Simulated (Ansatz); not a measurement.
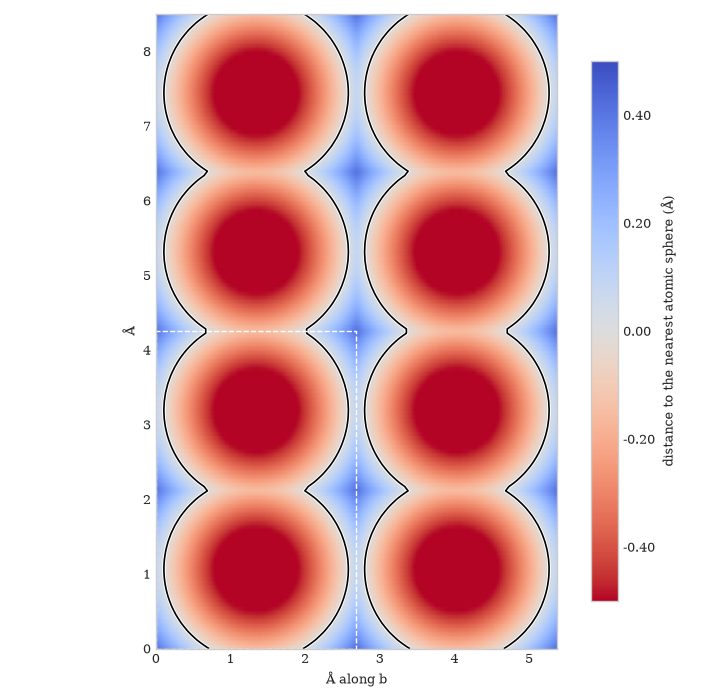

Map of the distance to the nearest atomic sphere in Ru (P6_3/mmc), computed on the section x = 0.000 (parallel to b and c; the dashed line is one cell). The black line marks the spheres' surfaces; positive values are empty space; unlabelled circles belong to atoms above or below the section.

The atoms' radii are covalent radii (Cordero): Ru 1.46 Å.

Origin of the cell: coordinates from a relaxation with DFT PBEsol, scalar-relativistic, plane waves, PAW (Ansatz).

```
Ru
1.0
     2.68873    0.00000    0.00000
    -1.34437    2.32851    0.00000
     0.00000    0.00000    4.25362
Ru
2
Cartesian
  0.0000 1.5523 3.1902
  1.3444 0.7762 1.0634
```

**Where is the largest hole in this section, and how large is it?**

At 0.000, 0.000, 0.000 (fractional), where the distance reaches 0.42 Å; it is enclosed by 6 Ru in an octahedral arrangement. It is the largest hole of the crystal.

**How much of the crystal lies outside the spheres?**

About 9 % of the cell's volume, and 22 % of this section's area.

**What can pass through?**

The largest sphere that fits anywhere has a diameter of 0.84 Å; the largest that can travel through the crystal, about 0.2 Å.
